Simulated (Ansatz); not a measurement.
# CH3Cl3Si (methyltrichlorosilane): wB97X/cc-pVDZ

Aim: the electronic atomisation energy of CH3Cl3Si (methyltrichlorosilane) at wB97X/cc-pVDZ, from 5 runs. 

The calculation is run with Ansatz 0.2.0.

80 further runs of the same task are left out: 6 that didn't finish, 74 set aside as unsound or not needed.

## 1. Starting point

CH3Cl3Si: 8 atoms, total charge 0, spin state singlet. As SMILES, `C[Si](Cl)(Cl)Cl`. Geometry: relaxed at PBE0-D4/def2-TZVP.

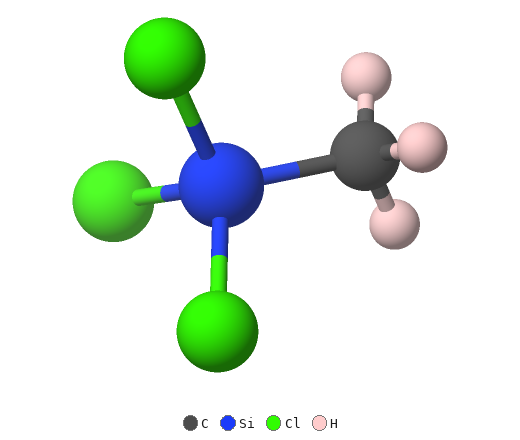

The structure, seen from a chosen angle (carbon dark grey, silicon blue, chlorine green, hydrogen pink).

## 2. A single-point energy at wB97X/cc-pVDZ

File input.yaml:

```yaml
crystal:
  periodic: [false, false, false]
  atoms:
    - {symbol: C, position_ang: [-0.728900, -0.279600, 0.686100]}
    - {symbol: Si, position_ang: [0.568900, 0.197900, -0.528700]}
    - {symbol: Cl, position_ang: [2.360400, -0.640000, -0.033600]}
    - {symbol: Cl, position_ang: [0.065900, -0.429500, -2.402200]}
    - {symbol: Cl, position_ang: [0.801200, 2.223000, -0.573800]}
    - {symbol: H, position_ang: [-0.844500, -1.365200, 0.700800]}
    - {symbol: H, position_ang: [-0.448300, 0.061100, 1.684800]}
    - {symbol: H, position_ang: [-1.682600, 0.175200, 0.410800]}
basis:
  gaussian: {orbitals: cc-pVDZ}
hamiltonian: {xc: {name: wB97X}}
accuracy: high
output: {orbitals: {seedname: orbitals}}
```

Started as:

```
$ ansatz run input.yaml --threads 1 --pin off --max-ram 3480MiB --events-out events.jsonl --progress --plain --runs-dir runs
```

Standard output:

```text
Warning: RAYON_NUM_THREADS=1 ignored (pool sized by the plan → 1); use --threads N
Functional definition: wB97X
  name "wB97X"
  parameter omega = 0.3/bohr
  parameter cx = 0.157706
  parameter cx1 = 0.726479
  parameter cx2 = 1.04760
  parameter cx3 = -5.70635
  parameter cx4 = 13.2794
  parameter css1 = -4.33879
  parameter css2 = 18.2308
  parameter css3 = -31.7430
  parameter css4 = 17.2901
  parameter cos1 = 2.37031
  parameter cos2 = -11.3995
  parameter cos3 = 6.58405
  parameter cos4 = -3.78132
  exchange = spin_sum(e_x_unif_sr(omega)*poly(b97_u_x, 1 - cx, cx1, cx2, cx3, cx4)) + cx*exact_x_sr(omega)
      + exact_x_lr(omega)
  correlation = spin_sum(e_c_pw_same_spin*poly(b97_u_same, 1, css1, css2, css3, css4))
      + integral(e_c_pw_opposite_spin*poly(b97_u_opposite, 1, cos1, cos2, cos3, cos4))
2365 factors; integrals over basis functions are off by at most 3.4e-9 eV
424 factors; integrals over basis functions are off by at most 2.1e-9 eV
mean field evaluation 1: about -46533.3484 eV, gradient 3.1e1 eV
mean field evaluation 2: about -46534.7108 eV, gradient 2.1e1 eV
mean field evaluation 4: about -46535.7899 eV, gradient 5.7e-1 eV
mean field evaluation 8: about -46535.9244 eV, gradient 7.3e-3 eV
mean field evaluation 16: about -46535.9244 eV, gradient 2.8e-6 eV
mean field -46535.92444346 eV, -1710.1636801148 hartree, gradient 6.0e-8 eV, S^2 0.000000; 0 other end points of the search recorded, 0 dependent functions left out
reference -46535.92444076 eV, -1710.1636800153 hartree; 37, 37 occupied and 64, 64 virtual orbitals, 2365 factors
Total energy: -46535.92444076 eV, -1710.1636800153 hartree
```

It took 43 s on 1 thread of Arm Neoverse V1, shared host; peak memory 0.71 GiB.

## 3. The C atom at the same level

File molecule.yaml:

```yaml
crystal:
  periodic: [false, false, false]
  atoms:
    - symbol: C
      position_ang: [0.000000, 0.000000, 0.000000]
basis:
  gaussian: {orbitals: cc-pVDZ}
total_charge: 0
magnetization: {spin_polarized: true, initial_magnetization: 2}
hamiltonian: {xc: {name: wB97X}}
accuracy: high
```

Started as:

```
$ ansatz run molecule.yaml --threads 1 --pin off --max-ram 3480MiB --events-out events.jsonl --progress --plain --runs-dir runs
```

Standard output:

```text
Warning: RAYON_NUM_THREADS=1 ignored (pool sized by the plan → 1); use --threads N
[... 17 set-up lines as earlier in the session ...]
      + exact_x_lr(omega)
[... 1 set-up line as earlier in the session ...]
      + integral(e_c_pw_opposite_spin*poly(b97_u_opposite, 1, cos1, cos2, cos3, cos4))
96 factors; integrals over basis functions are off by at most 1.3e-9 eV
60 factors; integrals over basis functions are off by at most 6.3e-10 eV
mean field evaluation 1: about -1029.5989 eV, gradient 2.9e0 eV
mean field evaluation 2: about -1029.6616 eV, gradient 7.4e-1 eV
mean field evaluation 4: about -1029.6673 eV, gradient 4.5e-2 eV
mean field evaluation 8: about -1029.6673 eV, gradient 1.8e-5 eV
mean field -1029.66728614 eV, -37.8395748320 hartree, gradient 1.1e-8 eV, S^2 2.004167; 0 other end points of the search recorded, 0 dependent functions left out
reference -1029.66728593 eV, -37.8395748245 hartree; 4, 2 occupied and 10, 12 virtual orbitals, 96 factors
Total energy: -1029.66728593 eV, -37.8395748245 hartree
```

It took 1.2 s on 1 thread of Arm Neoverse V1, shared host; peak memory 0.13 GiB.

## 4. The Cl atom

File run.yaml:

```yaml
crystal:
  periodic: [false, false, false]
  atoms:
    - symbol: Cl
      position_ang: [0.000000, 0.000000, 0.000000]
basis:
  gaussian:
    orbitals: cc-pVDZ
magnetization:
  spin_polarized: true
  initial_magnetization: 1
hamiltonian:
  xc: {name: wB97X}
accuracy: high
```

Started as:

```
$ ansatz run run.yaml --threads 1 --pin off --max-ram 3480MiB --events-out events.jsonl --progress --plain --runs-dir runs
```

Standard output:

```text
Warning: RAYON_NUM_THREADS=1 ignored (pool sized by the plan → 1); use --threads N
[... 17 set-up lines as earlier in the session ...]
      + exact_x_lr(omega)
[... 1 set-up line as earlier in the session ...]
      + integral(e_c_pw_opposite_spin*poly(b97_u_opposite, 1, cos1, cos2, cos3, cos4))
141 factors; integrals over basis functions are off by at most 3.0e-9 eV
60 factors; integrals over basis functions are off by at most 4.0e-10 eV
mean field evaluation 1: about -12520.9712 eV, gradient 2.7e0 eV
mean field evaluation 2: about -12521.0184 eV, gradient 6.1e-1 eV
mean field evaluation 4: about -12521.0194 eV, gradient 6.2e-1 eV
mean field evaluation 8: about -12521.0224 eV, gradient 1.9e-3 eV
mean field evaluation 16: about -12521.0224 eV, gradient 9.1e-9 eV
mean field -12521.02236656 eV, -460.1390849175 hartree, gradient 8.9e-9 eV, S^2 0.752209; 0 other end points of the search recorded, 0 dependent functions left out
reference -12521.02236549 eV, -460.1390848781 hartree; 9, 8 occupied and 9, 10 virtual orbitals, 141 factors
Total energy: -12521.02236549 eV, -460.1390848781 hartree
```

It took 3.6 s on 1 thread of Arm Neoverse V1, shared host; peak memory 0.17 GiB.

## 5. The H atom at the same level

File in.yaml:

```yaml
crystal:
  periodic: [false, false, false]
  atoms:
    - {symbol: H, position_ang: [0.000000, 0.000000, 0.000000]}
basis:
  gaussian:
    orbitals: cc-pVDZ
magnetization:
  spin_polarized: true
  initial_magnetization: 1
hamiltonian:
  xc: {name: wB97X}
accuracy: high
```

Run the same way, it converges to -0.50060 Eh (log not shown).

## 6. The Si atom at the same level

File in.yaml:

```yaml
crystal:
  periodic: [false, false, false]
  atoms:
    - symbol: Si
      position_ang: [0.000000, 0.000000, 0.000000]
basis:
  gaussian:
    orbitals: cc-pVDZ
magnetization:
  spin_polarized: true
  initial_magnetization: 2
hamiltonian:
  xc: {name: wB97X}
accuracy: high
```

Run the same way, it converges to -289.35699 Eh (log not shown).

## 7. Summary of results

At wB97X/cc-pVDZ:

| quantity | value |
| --- | --- |
| molecule: total energy | -1710.16368 Eh |
| molecule: HOMO energy | -11.53 eV |
| molecule: LUMO energy | 2.65 eV |
| molecule: HOMO–LUMO gap | 14.18 eV |
| C atom: total energy | -37.83957 Eh |
| C atom: ⟨S²⟩ | 2.004 |
| Cl atom: total energy | -460.13908 Eh |
| Cl atom: ⟨S²⟩ | 0.752 |
| H atom: total energy | -0.50060 Eh |
| H atom: ⟨S²⟩ | 0.750 |
| Si atom: total energy | -289.35699 Eh |
| Si atom: ⟨S²⟩ | 2.004 |
| electronic atomisation energy | 28.519 eV |

What this shows: Taking the molecule apart into free atoms costs 28.52 eV (658 kcal/mol), before zero-point energy and without spin-orbit coupling.
